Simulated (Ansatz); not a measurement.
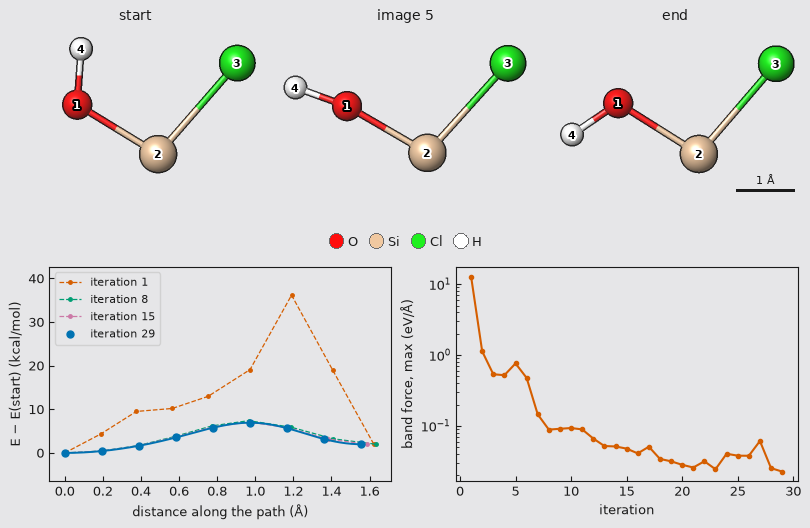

A search for the minimum-energy path of SiHOCl by the nudged elastic band. Images are numbered from 0 (start) to 8 (end). The plot follows the band through its iterations. A ball-and-stick model, seen face on.

Level of theory: Ansatz 0.2.0, RKS LDA/def2-SVP. Settings: 7 movable images; climbing image; force threshold 0.03 eV/Å; iteration limit 60; starting path through a guess of the saddle point.

Question: Did the band converge, and can the barrier be trusted?

Answer: The result is final at these settings. The band converged in 29 iterations. The largest component of the band force went from 13 to 0.023 eV/Å. The climbing image converged on the top of the path. Its vibrational analysis gives one imaginary mode (542i cm⁻¹), as a transition state must have. The first iteration put the highest image at 36.2 kcal/mol. The highest point, image 5, lies 6.9 kcal/mol above the start and 4.9 kcal/mol above the end; the end is at +2.0 kcal/mol relative to the start.
